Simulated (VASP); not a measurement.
**1T-CaI2 monolayer and its bilayer**

What are the lattice, gap and band positions of 1T-CaI2 monolayer, and what does a second sheet change?

Method: optB86b-vdW; plane waves and PAW (Ca_pv, I), in the first sound run; inputs show where later runs differ, in VASP 6.6.1.

## (1) Starting point

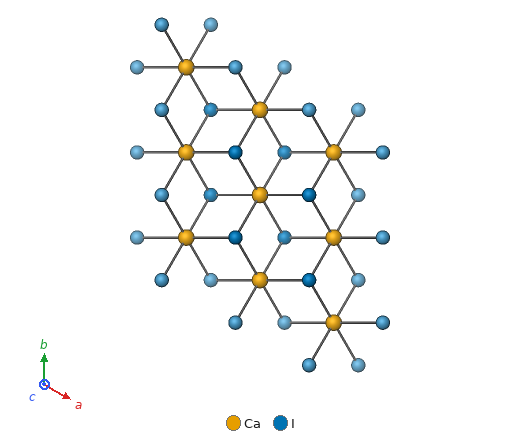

Start, viewed from above; calcium orange, iodine blue. 2×2×1 cells are drawn. Some periodic images of atoms are drawn too.

The cell holds 3 atoms: 1 Ca and 2 I. Its edges and angles: a = 4.540 Å, b = 4.540 Å, c = 22.000 Å, α = 90.0°, β = 90.0°, γ = 120.0°. Vacuum lies along c.

## (2) Relaxing the monolayer

The sheet's cell relaxes in its plane with the atoms, while the vacuum is kept.

INCAR reads:

```
SYSTEM = CaI2
PREC = Normal
ENCUT = 350
EDIFF = 1E-06
NELM = 120
ISMEAR = 0
SIGMA = 0.03
LREAL = .FALSE.
ALGO = Normal
GGA = MK
AGGAC = 0
LUSE_VDW = .TRUE.
PARAM1 = 0.1234
PARAM2 = 1
LASPH = .TRUE.
NBANDS = 17
LORBIT = 11
LWAVE = .FALSE.
LCHARG = .FALSE.
KPAR = 4
IBRION = 2
NSW = 50
ISIF = 3
EDIFFG = -0.015
POTIM = 0.4
IDIPOL = 3
LDIPOL = .TRUE.
DIPOL = 0.5 0.5 0.5
LATTICE_CONSTRAINTS = .TRUE. .TRUE. .FALSE.
```

POSCAR reads:

```
CaI2
1.0
    4.5400000000      0.0000000000      0.0000000000
   -2.2700000000      3.9317553332      0.0000000000
    0.0000000000      0.0000000000     22.0000000000
Ca I
1 2
Direct
    0.0000000000      0.0000000000      0.5000000000
    0.3333333333      0.6666666667      0.4181818182
    0.6666666667      0.3333333333      0.5818181818
```

KPOINTS reads:

```
Automatic mesh
0
Gamma
9 9 1
0 0 0
```

Potentials, in the order of the species: Ca_pv and I (PBE family, release 64).

On the command line:

```
> mpirun -np 4 vasp_std
```

Output:

```text
[banner, memory and clock lines left out]
running    4 mpi-ranks, on    1 nodes
 distrk:  each k-point on    1 cores,    4 groups
 distr:  one band on    1 cores,    1 groups

 POSCAR found type information on POSCAR CaI
 POSCAR found :  2 types and       3 ions
|                                                                             |
|               ----> ADVICE to this user running VASP <----                  |
|                                                                             |
|     You have switched on vdW-DFT.                                           |
|     This routine was written and supplied by Jiri Klimes. We recommend      |
|     that you carefully read and cite the following publications:            |
|       J. Klimes, D.R. Bowler, A. Michelides                                 |
|          J. Phys.: Cond Matt. 22 022201 (2010)                              |
|       J. Klimes, D.R. Bowler, A. Michelides                                 |
|          Phys. Rev. B. 83, 195131 (2011)                                    |
|     and references therein.                                                 |
|                                                                             |

|                                                                             |
|               ----> ADVICE to this user running VASP <----                  |
|                                                                             |
|     You enforced a specific xc type in the INCAR file but a different       |
|     [... a line on the potential file left out ...]
|     I HOPE YOU KNOW WHAT YOU ARE DOING!                                     |
|                                                                             |

 LDA part: xc-table for (Slater+PW92), standard interpolation
 POSCAR, INCAR and KPOINTS ok, starting setup
 FFT: planning ... GRIDC
 FFT: planning ... GRID_SOFT
 FFT: planning ... GRID
 WAVECAR not read
 entering main loop
       N       E                     dE             d eps       ncg     rms          rms(c)
DAV:   1     0.160338033598E+03    0.16034E+03   -0.64099E+03   440   0.745E+02
DAV:   2     0.239378984842E+02   -0.13640E+03   -0.13163E+03   541   0.192E+02
DAV:   3    -0.215555122890E+01   -0.26093E+02   -0.25236E+02   496   0.895E+01
DAV:   4    -0.378168237298E+01   -0.16261E+01   -0.16241E+01   607   0.272E+01
DAV:   5    -0.383240543770E+01   -0.50723E-01   -0.50716E-01   663   0.452E+00    0.324E+00
DAV:   6    -0.380423510509E+01    0.28170E-01   -0.11506E-01   600   0.183E+00    0.181E+00
DAV:   7    -0.381826302887E+01   -0.14028E-01   -0.12485E-01   592   0.201E+00    0.563E-01
DAV:   8    -0.382302161240E+01   -0.47586E-02   -0.12508E-02   616   0.821E-01    0.166E-01
DAV:   9    -0.382239228715E+01    0.62933E-03   -0.83494E-04   560   0.270E-01    0.125E-01
DAV:  10    -0.382157028216E+01    0.82200E-03   -0.84605E-04   600   0.168E-01    0.101E-01
DAV:  11    -0.382162148716E+01   -0.51205E-04   -0.10079E-04   531   0.761E-02    0.398E-02
DAV:  12    -0.382146995674E+01    0.15153E-03   -0.18908E-05   622   0.247E-02    0.112E-02
DAV:  13    -0.382139447971E+01    0.75477E-04   -0.62847E-05   434   0.368E-02    0.143E-02
DAV:  14    -0.382140061125E+01   -0.61315E-05   -0.26272E-06   541   0.105E-02    0.122E-02
DAV:  15    -0.382153334508E+01   -0.13273E-03   -0.72287E-05   546   0.306E-02    0.226E-03
DAV:  16    -0.382156178369E+01   -0.28439E-04   -0.46075E-06   582   0.757E-03    0.102E-03
DAV:  17    -0.382157565527E+01   -0.13872E-04   -0.99746E-07   465   0.492E-03    0.584E-04
DAV:  18    -0.382157538405E+01    0.27122E-06   -0.12329E-07   469   0.169E-03
   1 F= -.38215754E+01 E0= -.38215754E+01  d E =-.382158E+01
 curvature:   0.00 expect dE= 0.000E+00 dE for cont linesearch  0.000E+00
 trial: gam= 0.00000 g(F)=  0.344E-02 g(S)=  0.251E-01 ort = 0.000E+00 (trialstep = 0.100E+01)
 search vector abs. value=  0.285E-01
 bond charge predicted
       N       E                     dE             d eps       ncg     rms          rms(c)
DAV:   1    -0.390773643861E+01   -0.86161E-01   -0.19893E+00   507   0.141E+01    0.128E+00
DAV:   2    -0.385966490913E+01    0.48072E-01   -0.12219E-01   524   0.271E+00    0.691E-01
DAV:   3    -0.384399521764E+01    0.15670E-01   -0.38992E-02   541   0.142E+00    0.263E-01
DAV:   4    -0.384274705139E+01    0.12482E-02   -0.21772E-03   708   0.463E-01    0.230E-01
DAV:   5    -0.384227791439E+01    0.46914E-03   -0.11190E-03   595   0.327E-01    0.580E-02
DAV:   6    -0.384226226258E+01    0.15652E-04   -0.16775E-04   645   0.923E-02    0.148E-02
DAV:   7    -0.384227203434E+01   -0.97718E-05   -0.92016E-06   471   0.263E-02    0.649E-03
DAV:   8    -0.384228698323E+01   -0.14949E-04   -0.20400E-06   403   0.821E-03    0.157E-03
DAV:   9    -0.384230943876E+01   -0.22456E-04   -0.19095E-06   539   0.716E-03    0.157E-03
DAV:  10    -0.384234317798E+01   -0.33739E-04   -0.74119E-06   541   0.826E-03    0.200E-03
DAV:  11    -0.384234742094E+01   -0.42430E-05   -0.21503E-07   490   0.194E-03    0.141E-03
DAV:  12    -0.384235156170E+01   -0.41408E-05   -0.75214E-07   422   0.318E-03    0.449E-04
DAV:  13    -0.384235167952E+01   -0.11782E-06   -0.15821E-07   412   0.178E-03
   2 F= -.38423517E+01 E0= -.38423517E+01  d E =-.207763E-01
 trial-energy change:   -0.020776  1 .order   -0.020537   -0.028519   -0.012556
 step:   1.6832(harm=  1.7865)  dis= 0.01371  next Energy=    -3.846717 (dE=-0.251E-01)
 bond charge predicted
       N       E                     dE             d eps       ncg     rms          rms(c)
DAV:   1    -0.387789255802E+01   -0.35541E-01   -0.94576E-01   514   0.994E+00    0.887E-01
DAV:   2    -0.385526351386E+01    0.22629E-01   -0.58039E-02   516   0.188E+00    0.474E-01
DAV:   3    -0.384784273578E+01    0.74208E-02   -0.18028E-02   542   0.974E-01    0.182E-01
DAV:   4    -0.384722788565E+01    0.61485E-03   -0.10530E-03   708   0.324E-01    0.157E-01
DAV:   5    -0.384700075653E+01    0.22713E-03   -0.54453E-04   595   0.229E-01    0.350E-02
DAV:   6    -0.384699526656E+01    0.54900E-05   -0.73860E-05   645   0.630E-02    0.104E-02
DAV:   7    -0.384700172661E+01   -0.64601E-05   -0.42948E-06   446   0.184E-02    0.364E-03
DAV:   8    -0.384701010390E+01   -0.83773E-05   -0.82916E-07   362   0.572E-03    0.110E-03
DAV:   9    -0.384702494884E+01   -0.14845E-04   -0.17446E-06   514   0.586E-03    0.937E-04
DAV:  10    -0.384703951011E+01   -0.14561E-04   -0.34358E-06   498   0.589E-03    0.902E-04
DAV:  11    -0.384704139529E+01   -0.18852E-05   -0.13978E-07   487   0.169E-03    0.446E-04
DAV:  12    -0.384704255494E+01   -0.11596E-05   -0.25573E-07   379   0.232E-03    0.386E-04
DAV:  13    -0.384704250303E+01    0.51910E-07   -0.49511E-08   396   0.144E-03
   3 F= -.38470425E+01 E0= -.38470425E+01  d E =-.254671E-01
 curvature:  -0.88 expect dE=-0.243E-04 dE for cont linesearch -0.214E-04
 trial: gam=-0.02827 g(F)=  0.117E-04 g(S)=  0.160E-04 ort = 0.834E-03 (trialstep = 0.114E+01)
 search vector abs. value=  0.333E-05
 reached required accuracy - stopping structural energy minimisation
```

Run time: 4.3 min. Hardware: 4 MPI ranks of Intel Xeon 6975P-C (Granite Rapids), shared host; peak memory 2.3 GiB; 16 min of CPU time.

The logs omit lines about the potential files and the build; timing stands in the text.

Parts of OUTCAR (step 2):

```text
ion  position               nearest neighbor table
   1  0.000  0.000  0.500-   2 3.18   3 3.18   3 3.18   2 3.18   3 3.18   2 3.18
   2  0.333  0.667  0.418-   1 3.18   1 3.18   1 3.18
   3  0.667  0.333  0.582-   1 3.18   1 3.18   1 3.18

  LATTYP: Found a hexagonal cell.
 ALAT       =     4.5400000000
 C/A-ratio  =     4.8458149780

 Subroutine GETGRP returns: Found 12 space group operations
 (whereof 12 operations were pure point group operations)

The static configuration has the point symmetry D_3d.

 Found     12 irreducible k-points:

   k-points           NKPTS =     12   k-points in BZ     NKDIM =     12   number of bands    NBANDS=     17

   dimension x,y,z NGX =    24 NGY =   24 NGZ =  108
   dimension x,y,z NGXF=    48 NGYF=   48 NGZF=  216

   ENCUT  =  350.0 eV  25.72 Ry    5.07 a.u.   6.93  6.93 33.56*2*pi/ulx,y,z

   NELECT =      22.0000    total number of electrons

 k-points in reciprocal lattice and weights: Automatic mesh
   0.00000000  0.00000000  0.00000000       0.012
   0.11111111  0.00000000  0.00000000       0.074
   0.22222222  0.00000000  0.00000000       0.074
   0.33333333  0.00000000  0.00000000       0.074
   0.44444444  0.00000000  0.00000000       0.074
   0.11111111  0.11111111  0.00000000       0.074
   0.22222222  0.11111111  0.00000000       0.148
   0.33333333  0.11111111  0.00000000       0.148
   0.44444444  0.11111111  0.00000000       0.074
   0.22222222  0.22222222  0.00000000       0.074
   0.33333333  0.22222222  0.00000000       0.148
   0.33333333  0.33333333  0.00000000       0.025

 dipolmoment           0.000000      0.000000      0.000000 electrons x Angstroem

 average (electrostatic) potential at core
       1 -53.6908       2 -98.3315       3 -98.3315

 E-fermi :  -3.9468

 k-point     1 :       0.0000    0.0000    0.0000
  band No.  band energies     occupation
    ...
      7      -4.8011      2.00000
      8      -4.8011      2.00000
      9      -4.6167      2.00000
     10      -4.1579      2.00000
     11      -4.1579      2.00000
     12       0.3805      0.00000
     13       0.4612      0.00000
     14       0.4612      0.00000
     15       0.6299      0.00000
     16       1.3250      0.00000
    ...

 k-point     2 :       0.1111    0.0000    0.0000
  band No.  band energies     occupation
    ...
      7      -5.0920      2.00000
      8      -4.8159      2.00000
      9      -4.4847      2.00000
     10      -4.4783      2.00000
     11      -4.2413      2.00000
     12       0.3151      0.00000
     13       0.5933      0.00000
     14       0.6325      0.00000
     15       0.8268      0.00000
     16       1.1354      0.00000
    ...

 k-point     3 :       0.2222    0.0000    0.0000
  band No.  band energies     occupation
    ...
      7      -5.5064      2.00000
      8      -5.0681      2.00000
      9      -4.8513      2.00000
     10      -4.4879      2.00000
     11      -4.4375      2.00000
     12       0.0466      0.00000
     13       0.8380      0.00000
     14       0.9026      0.00000
     15       1.1109      0.00000
     16       1.6406      0.00000
    ...

Total vdW correction in eV:      5.0552326

  Total       -0.0249334     -0.0249334     -0.0620554      0.0000000      0.0000000     -0.0000000
  in kB       -0.1062178     -0.1062178     -0.2643598      0.0000000      0.0000000     -0.0000000
  external PRESSURE =      -0.1589318 kB  Pullay stress =       0.0000000 kB

  energy-cutoff  :      350.00
  volume of cell :      376.09
      direct lattice vectors                 reciprocal lattice vectors
     4.442942677 -0.000000000  0.000000000     0.225076053  0.129947720  0.000000000
    -2.221471338  3.847701226  0.000000000     0.000000000  0.259895439  0.000000000
     0.000000000  0.000000000 22.000000000     0.000000000  0.000000000  0.045454545

 POSITION                                       TOTAL-FORCE (eV/Angst)
 -----------------------------------------------------------------------------------
     -2.22147      3.84770     11.00000        -0.000000      0.000000      0.000000
     -0.00000      2.56513      9.21371         0.000000      0.000000      0.012309
      2.22147      1.28257     12.78629        -0.000000     -0.000000     -0.012309
 -----------------------------------------------------------------------------------
    total drift:                               -0.000000      0.000000      0.000000

  FREE ENERGIE OF THE ION-ELECTRON SYSTEM (eV)
  ---------------------------------------------------
  free  energy   TOTEN  =        -3.8470425030 eV

  energy  without entropy=       -3.8470425030  energy(sigma->0) =       -3.84704250

Total vdW correction in eV:      5.0552379

 reached required accuracy - stopping structural energy minimisation

 vacuum level on the upper side and lower side of the slab         2.522         2.522

 total charge
# of ion       s       p       d       tot
------------------------------------------
    1        0.182   6.152   0.426   6.759
    2        1.503   2.835   0.007   4.344
    3        1.503   2.835   0.007   4.344
--------------------------------------------------
tot          3.188  11.821   0.440  15.448

[... 3 further parts left out ...]
```

CONTCAR:

```
CaI2
   1.00000000000000
     4.4429426767526357   -0.0000000000000000    0.0000000000000000
    -2.2214713383763178    3.8477012256432683    0.0000000000000000
     0.0000000000000000    0.0000000000000000   22.0000000000000000
  Ca              I
     1     2
Direct
     0.0000000000000000    1.0000000000000000    0.5000000000000000
     0.3333333332999970    0.6666666667000030    0.4188050484221122
     0.6666666667000030    0.3333333332999970    0.5811949515778878
```

The gap is read on the k-mesh alone, so it is an upper bound where the band edges lie off the mesh. The PAW data sets were made with PBE, which is usual practice but a small mismatch for other functionals. The run keeps the 12 symmetry operations of its start, so it cannot find a distortion of lower symmetry.

Relaxation path:

```csv
step,energy less that of the first step (eV),largest force (eV/Å),pressure (GPa),volume (Å³)
1,0.0000,0.2111,-0.37,392.70
2,-0.0208,0.0972,-0.17,382.79
3,-0.0255,0.0123,-0.02,376.09
```

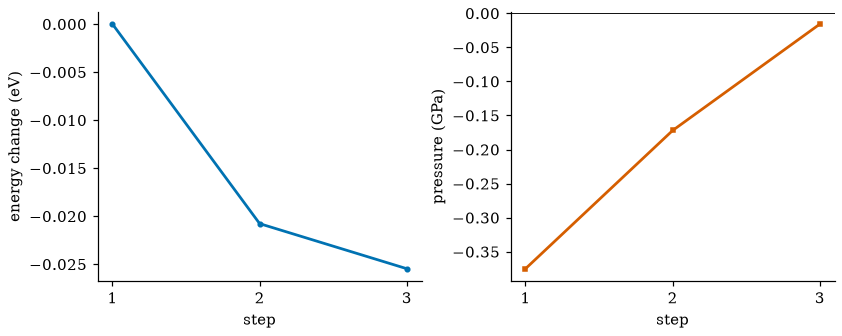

Energy and pressure along the relaxation.

```csv
cell as run,before,after,change
a (Å),4.540,4.443,-2.1 %
b (Å),4.540,4.443,-2.1 %
```

The atoms that moved most (Å, along periodic axes as changes of fractional coordinates times the final cell, across vacuum about the mean position):

```csv
atom,dx,dy,dz,length
I2,0.000,0.000,0.014,0.014
I3,0.000,0.000,-0.014,0.014
```

Final coordinates:

```xyz
3
Lattice="4.4429 0.0000 0.0000 -2.2215 3.8477 0.0000 0.0000 0.0000 22.0000" Properties=species:S:1:pos:R:3
Ca    0.0000    0.0000   11.0000
I     0.0000    2.5651    9.2137
I     2.2215    1.2826   12.7863
```

Numbers from this step:

- electronic steps: 44
- electrons: 22
- free energy (TOTEN): -3.847 eV
- Fermi energy: -3.947 eV
- metallic: no
- dipole moment: 0, 0, 0 e·Å
- gap on the k-mesh: 3.811 eV
- least direct gap on the k-mesh: 4.435 eV

The run ended after 3 ionic steps, 0.025 eV below its first step, once forces and stress met EDIFFG = -0.015.

[end of part 1 of 6]

[Lines on the potential files, build, host, timing and source positions are cut from VASP's logs without a mark.]

[Logs are printed without paths, hosts, clocks, repeated set-up lines and the standing remarks that a program may print on its own settings, such as how far it seeks lower states.]

[Hosts, paths, dates, database ids (printed as entryN), source tags and the programs' standing remarks are cut or masked in the printed files.]

[Runs that stopped without an error message from VASP are left out.]
